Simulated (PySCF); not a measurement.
```xyz
17

Si    3.0925   -0.0531    1.2560
C     1.9057    0.7762    0.0005
C     0.8352    0.2555   -0.4927
Si   -0.3667   -1.1213   -0.6311
C    -1.8763   -0.6568    0.4336
Si   -2.6266    1.0493    0.0964
H     2.5961   -1.3832    1.5933
H     3.1476    0.8077    2.4403
H     4.4144   -0.1221    0.6283
H     2.2293    1.7786   -0.2668
H    -0.7463   -1.2391   -2.0466
H     0.1295   -2.4400   -0.1798
H    -2.6431   -1.4172    0.2812
H    -1.5984   -0.7171    1.4869
H    -1.6731    2.0988    0.4629
H    -3.8465    1.2218    0.8965
H    -2.9802    1.1738   -1.3192
```

Geometry: GFN2-xTB.

Method: UKS B3LYP, pcH-1 on C H Si, non-relativistic, mean-field spin-orbit, GIAO in PySCF.

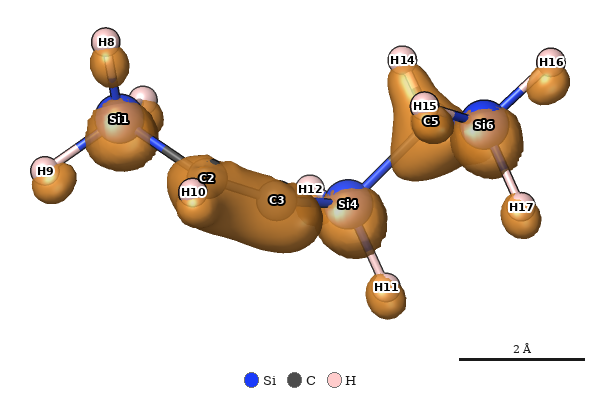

C₃H₁₁Si₃ (SMILES [SiH3]/C=[C]\[SiH2]C[SiH3]) (doublet). Isosurface of the electron density at 1 e/Å³ (orange), seen from one side.

How is the density connected at this value?

At this value the surface falls into 13 separate pieces. It bridges the sampled C–C (1.29 Å) and C–H (1.09 Å) contacts, where the density stays above the isovalue. It is pinched off along the sampled C–Si (1.83 Å) and C–Si (1.89 Å) contacts. On the grid the lowest density along these lines, outside the cores, is 2 e/Å³ (C–C, 1.29 Å), 0.72 e/Å³ (C–Si, 1.83 Å), 1.3 e/Å³ (C–H, 1.09 Å) and 0.69 e/Å³ (C–Si, 1.89 Å).
